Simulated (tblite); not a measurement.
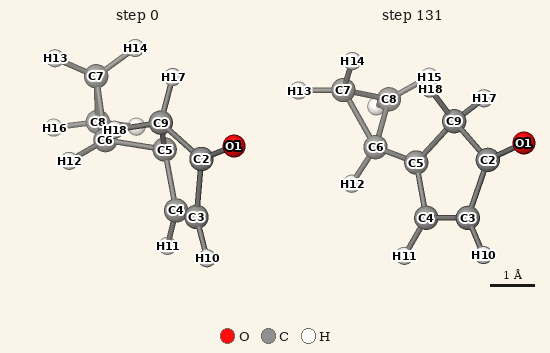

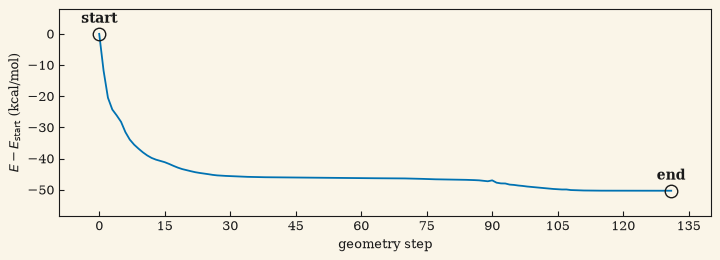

First and last geometry of a relaxation of C8H9O (multiplicity 2), with the history of the run. Style: ball-and-stick. Shown from a free direction.

All numbers below come from GFN2-xTB geometry optimisation, gas phase in tblite 0.8.0. 

Question: What do the curves and the structures tell?

Answer: It converged. The largest move after the best rigid fit is that of H14, 1.65 Å. Largest moves by element: H 1.65 Å, C 0.74 Å, O 0.51 Å. Among the contacts that change: C4–C5 1.474 → 1.384 Å, C5–C6 1.515 → 1.449 Å, C3–C4 1.324 → 1.386 Å, C2–C9 1.472 → 1.533 Å. Among the angles between lasting bonds that change: C6–C5–C9 104.7° → 125.4°, C4–C5–C6 113.0° → 125.6°, C5–C6–C7 110.4° → 121.2°. The energy falls by 50.3 kcal/mol in 131 geometry steps. Cost: 0.78 s on 1 thread of Arm Neoverse V2 (shared host).
